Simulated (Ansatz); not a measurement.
The calculation's input:

```
crystal:
  periodic: [false, false, false]
  atoms:
    - { symbol: Ge, position_ang: [-0.579657, 0.125671, -0.452643] }
    - { symbol: H, position_ang: [-0.048494, 0.001755, 2.259881] }
    - { symbol: F, position_ang: [0.992313, -0.18423, 0.314065] }
    - { symbol: H, position_ang: [-0.412592, 1.44197, -1.228696] }
    - { symbol: F, position_ang: [-0.746053, -1.25945, -1.529022] }
    - { symbol: "N", position_ang: [-2.162072, 0.027862, 0.558192] }
    - { symbol: H, position_ang: [-2.326565, -0.910113, 0.933985] }
    - { symbol: H, position_ang: [-2.226109, 0.703936, 1.317132] }
    - { symbol: H, position_ang: [-0.750071, -0.053501, 2.348007] }
basis:
  gaussian: { orbitals: def2-mTZVP }
hamiltonian:
  xc: blyp
relax:
  f_tol: 0.03
  max_steps: 50
output:
  orbitals: {}
```

Run with:

```sh
ansatz run input.yaml --threads 4 --pin off --max-ram 5120MiB --backend cpu --events-out ev --progress --plain --runs-dir out
```

The fields are those of the relaxed geometry.

The calculation used RKS BLYP/def2-mTZVP in Ansatz 0.2.0.

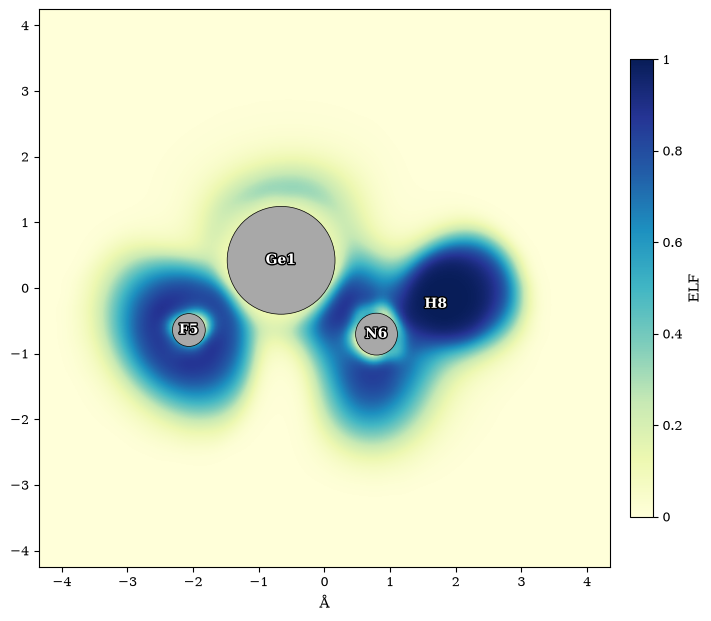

F2GeH3N···H2. Electron localisation function on the plane of atoms F5, Ge1 and N6. Grey discs cover the atomic cores.

Question: Read the bonding off the picture.

Answer: Atoms in the plane: Ge, F, N and H.
Ge–F (1.76 Å): the ELF peaks at about 0.80 in the valence shell of F, 0.6 Å from its nucleus, and is about 0.25 at the midpoint.
Ge–N (1.84 Å): the ELF peaks at about 0.85 in the valence shell of N, 0.6 Å from its nucleus, and is about 0.50 at the midpoint.
N–H (1.02 Å): the ELF climbs to about 1 towards the hydrogen, as it does in any bond to H (a covalent bond by its length).
The ELF also peaks beside F5, away from the bonds: lone-pair regions.
